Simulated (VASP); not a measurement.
# B2SbN: structure and properties in VASP, part 2 of 5

What structure does B2SbN take at this level, and what are its properties? The cell is invented: it takes the structure of COD entry 9008833, BAs (space group 216 there), with some of its atoms replaced by other elements, volume scaled by an estimate. It may not be a known or stable phase. Left out of this account: 1 further run (relaxation: it shows nothing beyond the runs told).

VASP 6.6.1, plane waves and PAW; the level of theory is named at each step.

Still holding for the runs below: The k-mesh is coarse for a metal.

So far. Step 2 (Rough relaxation of the start cell): It ends with a largest force of 0.008 eV/Å and a pressure of -0.02 GPa.

## (3) Relaxing cell and atoms (optB86b-vdW)

Level of this step: optB86b-vdW; plane waves and PAW (Sb, N, B); invented cell (VASP).

Properties are meant for the cell that this level of theory prefers, so cell and atoms are relaxed first (ISIF = 3) until forces and stress are small; EDIFFG sets the threshold.

Input file INCAR:

```
SYSTEM = B2SbN
PREC = Accurate
ENCUT = 520
EDIFF = 1E-06
NELM = 100
ISMEAR = 0
SIGMA = 0.05
LREAL = .FALSE.
ALGO = Normal
GGA = MK
AGGAC = 0
LUSE_VDW = .TRUE.
PARAM1 = 0.1234
PARAM2 = 1
LASPH = .TRUE.
NBANDS = 14
LORBIT = 11
LWAVE = .FALSE.
LCHARG = .FALSE.
KPAR = 2
IBRION = 2
NSW = 60
ISIF = 3
EDIFFG = -0.01
```

Input file POSCAR:

```
B2SbN
1.0
    3.1511527448      0.0000000000      0.0000000000
    0.0000000000      3.1511527448      0.0000000000
    0.0000000000      0.0000000000      4.6344779094
Sb N B
1 1 2
Direct
    0.5000000000      0.5000000000      0.0000000000
    0.0000000000      0.0000000000      0.5000000000
    0.0000000000      0.5000000000      0.3281318637
    0.5000000000      0.0000000000      0.6718681363
```

Input file KPOINTS:

```
Automatic mesh
0
Gamma
7 7 5
0 0 0
```

Potentials, in the order of the species: Sb, N and B (PBE family, release 64).

Started as:

```console
$ mpirun -np 2 vasp_std
```

What it wrote:

```text
[banner, memory and clock lines left out]
running    2 mpi-ranks, on    1 nodes
 distrk:  each k-point on    1 cores,    2 groups
 distr:  one band on    1 cores,    1 groups

 POSCAR found type information on POSCAR SbN B
 POSCAR found :  3 types and       4 ions
 [... a notice as in an earlier step ...]

 [... a notice as in an earlier step ...]

 LDA part: xc-table for (Slater+PW92), standard interpolation
 POSCAR, INCAR and KPOINTS ok, starting setup
 FFT: planning ... GRIDC
 FFT: planning ... GRID_SOFT
 FFT: planning ... GRID
 WAVECAR not read
 entering main loop
       N       E                     dE             d eps       ncg     rms          rms(c)
DAV:   1     0.618268665013E+02    0.61827E+02   -0.68432E+03   840   0.101E+03
DAV:   2    -0.152810496043E+02   -0.77108E+02   -0.70532E+02  1146   0.186E+02
DAV:   3    -0.196700227671E+02   -0.43890E+01   -0.43149E+01  1062   0.494E+01
DAV:   4    -0.197261300976E+02   -0.56107E-01   -0.56006E-01   996   0.600E+00
DAV:   5    -0.197271376012E+02   -0.10075E-02   -0.10073E-02  1046   0.778E-01    0.753E+00
DAV:   6    -0.188239876674E+02    0.90315E+00   -0.14608E+00  1108   0.108E+01    0.430E+00
DAV:   7    -0.187256491413E+02    0.98339E-01   -0.35624E-01   930   0.478E+00    0.187E+00
DAV:   8    -0.187097797097E+02    0.15869E-01   -0.57907E-02  1104   0.168E+00    0.586E-01
DAV:   9    -0.187098783747E+02   -0.98665E-04   -0.59293E-03  1050   0.737E-01    0.192E-01
DAV:  10    -0.187099672578E+02   -0.88883E-04   -0.97269E-04  1118   0.293E-01    0.545E-02
DAV:  11    -0.187100150468E+02   -0.47789E-04   -0.23311E-04   930   0.121E-01    0.262E-02
DAV:  12    -0.187100088501E+02    0.61968E-05   -0.19884E-05  1112   0.403E-02    0.115E-02
DAV:  13    -0.187100109627E+02   -0.21126E-05   -0.65500E-06   894   0.206E-02    0.350E-03
DAV:  14    -0.187100109587E+02    0.40378E-08   -0.74089E-08   510   0.223E-03
   1 F= -.18710011E+02 E0= -.18709580E+02  d E =-.187100E+02
 curvature:   0.00 expect dE= 0.000E+00 dE for cont linesearch  0.000E+00
 trial: gam= 0.00000 g(F)=  0.113E-02 g(S)=  0.287E-03 ort = 0.000E+00 (trialstep = 0.100E+01)
 search vector abs. value=  0.141E-02
 bond charge predicted
       N       E                     dE             d eps       ncg     rms          rms(c)
DAV:   1    -0.187107088147E+02   -0.69785E-03   -0.43631E-02   840   0.162E+00    0.152E-01
DAV:   2    -0.187104594425E+02    0.24937E-03   -0.73498E-04  1140   0.301E-01    0.468E-02
DAV:   3    -0.187104470489E+02    0.12394E-04   -0.14884E-04   900   0.894E-02    0.223E-02
DAV:   4    -0.187104422317E+02    0.48172E-05   -0.25207E-05  1198   0.469E-02    0.129E-02
DAV:   5    -0.187104397071E+02    0.25246E-05   -0.75140E-06  1088   0.256E-02    0.468E-03
DAV:   6    -0.187104398513E+02   -0.14421E-06   -0.13816E-06   486   0.984E-03
   2 F= -.18710440E+02 E0= -.18710048E+02  d E =-.428893E-03
[...]
3 F= -.18710520E+02 E0= -.18710116E+02  d E =-.509259E-03
 curvature:  -0.36 expect dE=-0.792E-04 dE for cont linesearch -0.678E-07
 trial: gam= 0.16939 g(F)=  0.398E-04 g(S)=  0.183E-03 ort =-0.164E-04 (trialstep = 0.943E+00)
 search vector abs. value=  0.258E-03
 bond charge predicted
       N       E                     dE             d eps       ncg     rms          rms(c)
DAV:   1    -0.187107134749E+02   -0.19274E-03   -0.72071E-03   840   0.650E-01    0.625E-02
DAV:   2    -0.187106358526E+02    0.77622E-04   -0.23410E-04  1092   0.134E-01    0.214E-02
DAV:   3    -0.187106255815E+02    0.10271E-04   -0.27020E-05  1026   0.487E-02    0.119E-02
DAV:   4    -0.187106214160E+02    0.41654E-05   -0.94284E-06  1092   0.204E-02    0.353E-03
DAV:   5    -0.187106211419E+02    0.27408E-06   -0.58333E-07   486   0.754E-03
   4 F= -.18710621E+02 E0= -.18710237E+02  d E =-.100925E-03
 trial-energy change:   -0.000101  1 .order   -0.000104   -0.000208   -0.000001
 step:   0.9472(harm=  0.9472)  dis= 0.00176  next Energy=   -18.710624 (dE=-0.104E-03)
 reached required accuracy - stopping structural energy minimisation
```

Wall time 71 s (2 MPI ranks of Intel Xeon Platinum 8375C at 2.90GHz (Ice Lake), shared host); peak memory 0.62 GiB.

Parts of OUTCAR (step 3):

```text
  LATTYP: Found a simple tetragonal cell.
 ALAT       =     3.1511527448
 C/A-ratio  =     1.4707246156

The static configuration has the point symmetry D_2d.

 Found     30 irreducible k-points:

   k-points           NKPTS =     30   k-points in BZ     NKDIM =     30   number of bands    NBANDS=     14

   dimension x,y,z NGX =    24 NGY =   24 NGZ =   36
   dimension x,y,z NGXF=    48 NGYF=   48 NGZF=   72

   ENCUT  =  520.0 eV  38.22 Ry    6.18 a.u.   5.86  5.86  8.62*2*pi/ulx,y,z

   NELECT =      16.0000    total number of electrons

 E-fermi :   9.1523

 k-point     1 :       0.0000    0.0000    0.0000
  band No.  band energies     occupation
    ...
      3      -0.4428      2.00000
      4       2.5537      2.00000
      5       2.5537      2.00000
      6       7.5769      2.00000
      7       8.0975      2.00000
      8       9.5175      0.00000
      9       9.5175      0.00000
     10      10.5613      0.00000
     11      12.7449      0.00000
     12      12.7449      0.00000
    ...

 k-point     2 :       0.1429    0.0000    0.0000
  band No.  band energies     occupation
    ...
      4       1.8024      2.00000
      5       2.6837      2.00000
      6       6.9405      2.00000
      7       7.7441      2.00000
      8       8.7796      2.00000
      9       9.4255      0.00000
     10      11.3349      0.00000
     11      12.2178      0.00000
     12      13.0103      0.00000
     13      14.0265      0.00000
    ...

Total vdW correction in eV:      2.1526858

  Total        0.0147647      0.0147647     -0.0222287      0.0000000     -0.0000000     -0.0000000
  in kB        0.5142290      0.5142290     -0.7741871      0.0000000     -0.0000000     -0.0000000
  external PRESSURE =       0.0847570 kB  Pullay stress =       0.0000000 kB

  energy-cutoff  :      520.00
  volume of cell :       46.00
      direct lattice vectors                 reciprocal lattice vectors
     3.150529457  0.000000000  0.000000000     0.317406967  0.000000000  0.000000000
     0.000000000  3.150529457 -0.000000000     0.000000000  0.317406967  0.000000000
     0.000000000 -0.000000000  4.634593743     0.000000000  0.000000000  0.215768642

 POSITION                                       TOTAL-FORCE (eV/Angst)
 -----------------------------------------------------------------------------------
      1.57526      1.57526     -0.00000        -0.000000     -0.000000      0.000000
      0.00000     -0.00000      2.31730        -0.000000     -0.000000      0.000000
      0.00000      1.57526      1.51527        -0.000000     -0.000000      0.001293
      1.57526      3.15053      3.11933         0.000000      0.000000     -0.001293
 -----------------------------------------------------------------------------------
    total drift:                               -0.000000      0.000000     -0.000000

  FREE ENERGIE OF THE ION-ELECTRON SYSTEM (eV)
  ---------------------------------------------------
  free  energy   TOTEN  =       -18.7106211419 eV

  energy  without entropy=      -18.7098531030  energy(sigma->0) =      -18.71023712

Total vdW correction in eV:      2.1526691

 total charge
# of ion       s       p       d       tot
------------------------------------------
    1        1.097   1.559   0.091   2.746
    2        1.212   2.410   0.000   3.622
    3        0.611   1.099   0.000   1.710
    4        0.611   1.099   0.000   1.710
--------------------------------------------------
tot          3.530   6.167   0.091   9.787

[... 2 parts as in an earlier step ...]

[... 7 further parts left out ...]
```

Relaxation path:

```tsv
step	energy less that of the first step (eV)	largest force (eV/Å)	pressure (GPa)	volume (Å³)
1	0.0000	0.1080	-0.31	46.02
2	-0.0004	0.0146	0.46	45.87
3	-0.0005	0.0203	0.25	45.91
4	-0.0006	0.0013	0.01	46.00
```

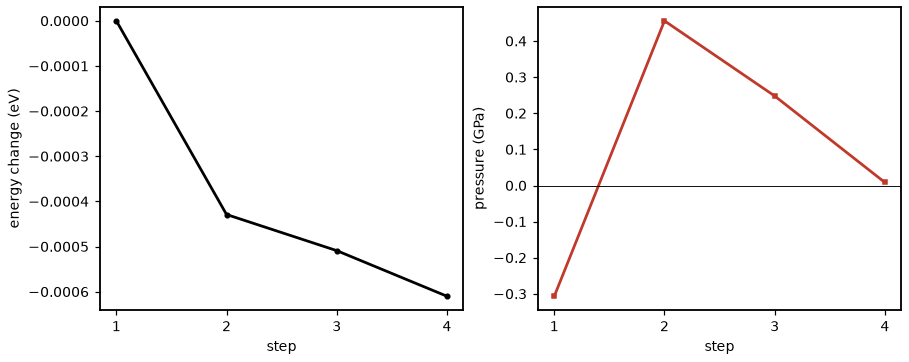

Energy and pressure along the relaxation.

```tsv
conventional cell, symmetrised	before	after	change
a (Å)	3.151	3.151	-0.0 %
b (Å)	3.151	3.151	-0.0 %
c (Å)	4.634	4.635	+0.0 %
volume (Å³/atom)	11.50	11.50	-0.0 %
```

The relaxed structure:

```cif
data_structure
_symmetry_space_group_name_H-M 'P 1'
_symmetry_Int_Tables_number 1
_cell_length_a 3.1505
_cell_length_b 3.1505
_cell_length_c 4.6346
_cell_angle_alpha 90.000
_cell_angle_beta 90.000
_cell_angle_gamma 90.000
_cell_volume 46.00
loop_
_atom_site_label
_atom_site_type_symbol
_atom_site_fract_x
_atom_site_fract_y
_atom_site_fract_z
_atom_site_occupancy
Sb1 Sb 0.50000 0.50000 0.00000 1
N2 N 0.00000 0.00000 0.50000 1
B3 B 0.00000 0.50000 0.32695 1
B4 B 0.50000 0.00000 0.67305 1
```

Numbers from this step:

* irreducible k-points: 30
* free energy (TOTEN): -18.71 eV
* energy at zero smearing: -18.71 eV
* Fermi energy: 9.152 eV
* pressure: 0.008476 GPa
* SCF cycles over all ionic steps: 30

It ends with a largest force of 0.001 eV/Å and a pressure of 0.01 GPa.

## (4) Single point with fields (optB86b-vdW)

A single point on the relaxed cell gives a clean self-consistent state, with density, ELF and potential written out.

INCAR, as its differences from that of step 3:

```diff
@@ -18,7 +18,5 @@
 LWAVE = .FALSE.
-LCHARG = .FALSE.
-KPAR = 2
-IBRION = 2
-NSW = 60
-ISIF = 3
-EDIFFG = -0.01
+LCHARG = .TRUE.
+ISIF = 2
+LELF = .TRUE.
+LVHAR = .TRUE.
```

Input file POSCAR:

```
B2SbN
1.0
    3.1505294572      0.0000000000      0.0000000000
    0.0000000000      3.1505294572      0.0000000000
    0.0000000000      0.0000000000      4.6345937426
Sb N B
1 1 2
Direct
    0.5000000000      0.5000000000      0.0000000000
    0.0000000000      0.0000000000      0.5000000000
    0.0000000000      0.5000000000      0.3269467459
    0.5000000000      0.0000000000      0.6730532541
```

KPOINTS is that of step 3.

Started as:

```console
$ mpirun -np 2 vasp_std
```

What it wrote:

```text
[banner, memory and clock lines left out]
running    2 mpi-ranks, on    1 nodes
 distrk:  each k-point on    2 cores,    1 groups
 distr:  one band on    1 cores,    2 groups

 POSCAR found type information on POSCAR SbN B
 POSCAR found :  3 types and       4 ions
 [... a notice as in an earlier step ...]

 [... a notice as in an earlier step ...]

 LDA part: xc-table for (Slater+PW92), standard interpolation
 POSCAR, INCAR and KPOINTS ok, starting setup
 FFT: planning ... GRIDC
 FFT: planning ... GRID_SOFT
 FFT: planning ... GRID
 WAVECAR not read
 entering main loop
       N       E                     dE             d eps       ncg     rms          rms(c)
DAV:   1     0.701142156728E+02    0.70114E+02   -0.67458E+03   840   0.101E+03
DAV:   2    -0.145005281619E+02   -0.84615E+02   -0.77879E+02  1204   0.192E+02
DAV:   3    -0.196590728931E+02   -0.51585E+01   -0.50546E+01  1080   0.524E+01
DAV:   4    -0.197274802145E+02   -0.68407E-01   -0.68341E-01   978   0.659E+00
DAV:   5    -0.197285206594E+02   -0.10404E-02   -0.10401E-02  1098   0.804E-01    0.755E+00
DAV:   6    -0.188252353910E+02    0.90329E+00   -0.14403E+00  1120   0.107E+01    0.432E+00
DAV:   7    -0.187260802547E+02    0.99155E-01   -0.36408E-01   954   0.478E+00    0.186E+00
DAV:   8    -0.187103469352E+02    0.15733E-01   -0.56675E-02  1086   0.167E+00    0.586E-01
DAV:   9    -0.187104806293E+02   -0.13369E-03   -0.59287E-03  1062   0.736E-01    0.190E-01
DAV:  10    -0.187105618016E+02   -0.81172E-04   -0.96004E-04  1106   0.292E-01    0.547E-02
DAV:  11    -0.187106098425E+02   -0.48041E-04   -0.23272E-04   918   0.122E-01    0.263E-02
DAV:  12    -0.187106036372E+02    0.62053E-05   -0.19812E-05  1112   0.401E-02    0.116E-02
DAV:  13    -0.187106057132E+02   -0.20760E-05   -0.65170E-06   894   0.206E-02    0.351E-03
DAV:  14    -0.187106057093E+02    0.39000E-08   -0.76852E-08   522   0.227E-03
   1 F= -.18710606E+02 E0= -.18710222E+02  d E =-.767642E-03
```

Run time: 19 s. Hardware: 2 MPI ranks; peak memory 0.49 GiB; 35 s of CPU time.

Parts of OUTCAR (step 4):

```text
  LATTYP: Found a simple tetragonal cell.
 ALAT       =     3.1505294572
 C/A-ratio  =     1.4710523439

The static configuration has the point symmetry D_2d.

 Found     30 irreducible k-points:

   NELECT =      16.0000    total number of electrons

 E-fermi :   9.1523

 k-point     1 :       0.0000    0.0000    0.0000
  band No.  band energies     occupation
    ...
      3      -0.4428      2.00000
      4       2.5539      2.00000
      5       2.5539      2.00000
      6       7.5771      2.00000
      7       8.0976      2.00000
      8       9.5175      0.00000
      9       9.5175      0.00000
     10      10.5613      0.00000
     11      12.7449      0.00000
     12      12.7449      0.00000
    ...

 k-point     2 :       0.1429    0.0000    0.0000
  band No.  band energies     occupation
    ...
      4       1.8025      2.00000
      5       2.6840      2.00000
      6       6.9406      2.00000
      7       7.7441      2.00000
      8       8.7797      2.00000
      9       9.4255      0.00000
     10      11.3349      0.00000
     11      12.2177      0.00000
     12      13.0103      0.00000
     13      14.0264      0.00000
    ...

Total vdW correction in eV:      2.1526631

  Total        0.0124462      0.0124462     -0.0254945      0.0000000     -0.0000000      0.0000000
  in kB        0.4334801      0.4334801     -0.8879297      0.0000000     -0.0000000      0.0000000
  external PRESSURE =      -0.0069898 kB  Pullay stress =       0.0000000 kB

  energy-cutoff  :      520.00
  volume of cell :       46.00
      direct lattice vectors                 reciprocal lattice vectors
     3.150529457  0.000000000  0.000000000     0.317406967  0.000000000  0.000000000
     0.000000000  3.150529457  0.000000000     0.000000000  0.317406967  0.000000000
     0.000000000  0.000000000  4.634593743     0.000000000  0.000000000  0.215768642

 POSITION                                       TOTAL-FORCE (eV/Angst)
 -----------------------------------------------------------------------------------
      1.57526      1.57526      0.00000        -0.000000     -0.000000      0.000000
      0.00000      0.00000      2.31730        -0.000000      0.000000      0.000000
      0.00000      1.57526      1.51527         0.000000     -0.000000      0.001039
      1.57526      0.00000      3.11933        -0.000000     -0.000000     -0.001039
 -----------------------------------------------------------------------------------
    total drift:                               -0.000000     -0.000000      0.000000

  FREE ENERGIE OF THE ION-ELECTRON SYSTEM (eV)
  ---------------------------------------------------
  free  energy   TOTEN  =       -18.7106057093 eV

  energy  without entropy=      -18.7098380670  energy(sigma->0) =      -18.71022189

Total vdW correction in eV:      2.1526771

[... 6 parts as in an earlier step ...]

[... 6 further parts left out ...]
```

Numbers from this step:

```yaml
scf_cycles: 14
pressure: -6.99e-4 GPa
```

Valence electrons inside each PAW sphere by angular momentum. Sphere charges, by row:

```tsv
atom	s (e)	p (e)	d (e)	tot (e)
Sb1	1.097	1.559	0.091	2.746
N2	1.212	2.41	0	3.622
B3	0.611	1.099	0	1.71
B4	0.611	1.099	0	1.71
```

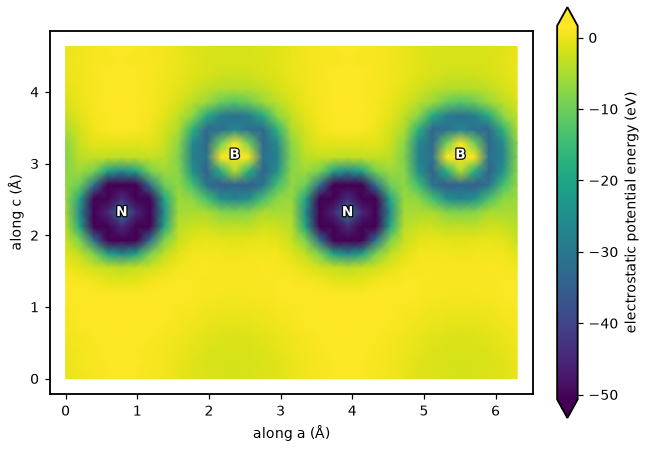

Electrostatic potential energy in the ac plane at fractional y = 0.000, with atoms of N and B within 0.2 Å of it. With pseudopotentials it is smooth inside the atoms' cores, unlike the true potential. The map starts off the cell's origin, so that atoms lie inside it.

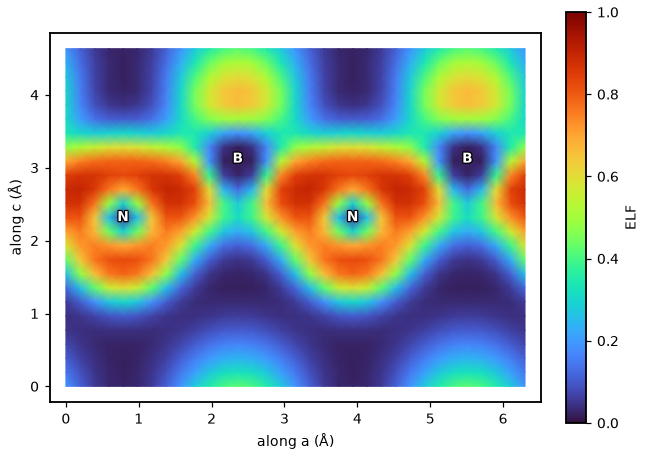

ELF in the ac plane at fractional y = 0.000, with atoms of N and B within 0.2 Å of it. It is the smooth field of the valence electrons, not physical close to the nuclei. The map starts off the cell's origin, so that atoms lie inside it.

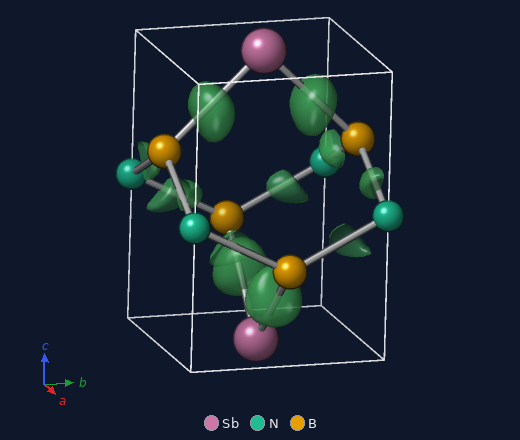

Surface of ELF = 0.85.

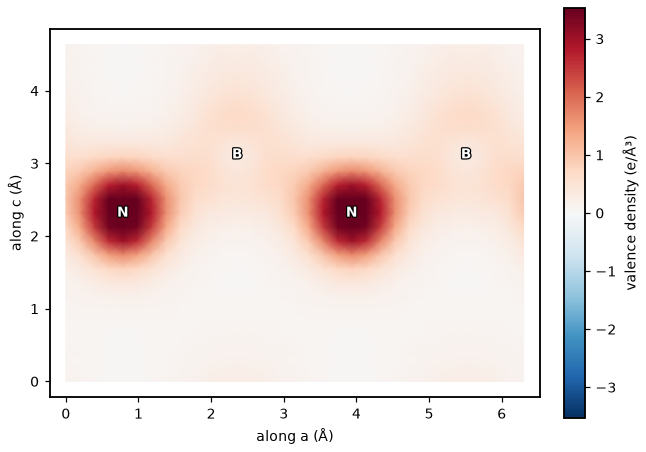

Valence density in the ac plane at fractional y = 0.000, with atoms of N and B within 0.2 Å of it. It is the smooth field of the valence electrons, not physical close to the nuclei. The map starts off the cell's origin, so that atoms lie inside it.

In this run the pressure is 0.00 GPa, small enough to go on.

(Part 2 of 5 ends here.)

[Lines on the potential files, build, host, timing and source positions are cut from VASP's logs without a mark.]

[Logs are printed without paths, hosts, clocks, repeated set-up lines and the standing remarks that a program may print on its own settings, such as how far it seeks lower states.]

[Hosts, paths, dates, database ids (printed as entryN), source tags and the programs' standing remarks are cut or masked in the printed files.]

[A measured line is paired with the nearest computed mode of its activity, which favours agreement.]
